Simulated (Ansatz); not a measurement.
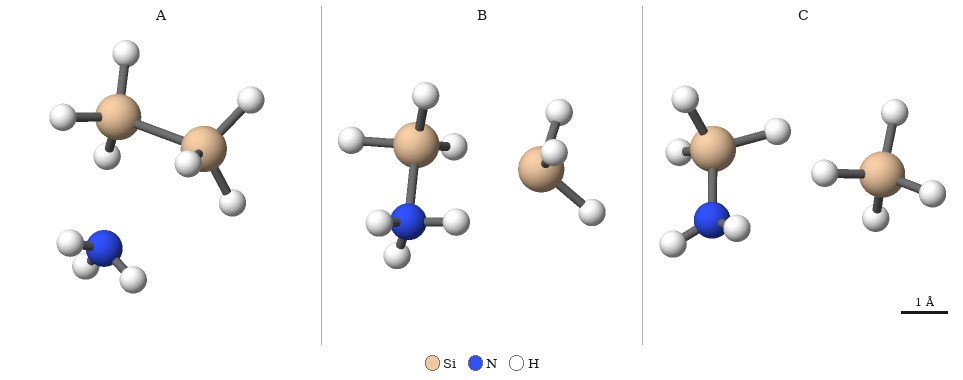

Three geometries of Si$_{2}$NH$_{9}$: a saddle point and the two relaxed ends that it joins, in shuffled order. Style: ball-and-stick. Shown at a tilt. Sticks join atoms that are closer than about 1.2 times the sum of their covalent radii (a little more with hydrogen).

Stationary points at PBE0-D4/def2-TZVP, single-point energies with CCSD(T)/CBS, B3LYP-D4, RPA@PBE, B2PLYP, PBE-QIDH, PBE0-D4 (def2-TZVPP where no basis is named; Ansatz 0.2.0). The energies are electronic, without zero-point or thermal terms, and both ends are the relaxed geometries reached downhill from the saddle, with any fragments still in contact. CCSD(T)/CBS stands for a frozen-core estimate: MP2 correlation extrapolated from def2-TZVPP and def2-QZVPP, CCSD(T) minus MP2 from the smaller set.

> Identify the saddle point and describe the reaction.

Frame B is the saddle point. Counted by bonded pieces, C holds SiH₄ + SiH₅N and A holds NH₃ + Si₂H₆. From C over the saddle to A, bonds form: Si–Si (4.12 → 3.04 → 2.34 Å), H–N (3.60 → 1.10 → 1.01 Å). Bonds break: N–Si (1.72 → 1.87 → 3.11 Å), H–Si (1.48 → 2.20 → 3.29 Å). The saddle has one imaginary mode, 342i cm⁻¹. The end A keeps a soft imaginary mode of 20i cm⁻¹, so it isn't quite a minimum. With CCSD(T)/CBS the barrier is 2.23 eV from C and 1.91 eV from A, and A lies 0.33 eV above C.

```tsv
level	barrier from C (eV)	barrier from A (eV)	A less C (eV)
CCSD(T)/CBS	2.23	1.91	0.33
B3LYP-D4	2.12	1.81	0.31
RPA@PBE	2.27	1.93	0.35
B2PLYP	2.26	1.89	0.37
PBE-QIDH	2.13	1.85	0.28
PBE0-D4	1.89	1.73	0.17
```

Against CCSD(T)/CBS, B2PLYP comes closest on the barrier from C (+0.03 eV) and PBE0-D4 misses most (−0.34 eV).

Limits of the set-up: the start holds two separate molecules, 2.5 Å apart at their closest, whose relative position is a soft coordinate.
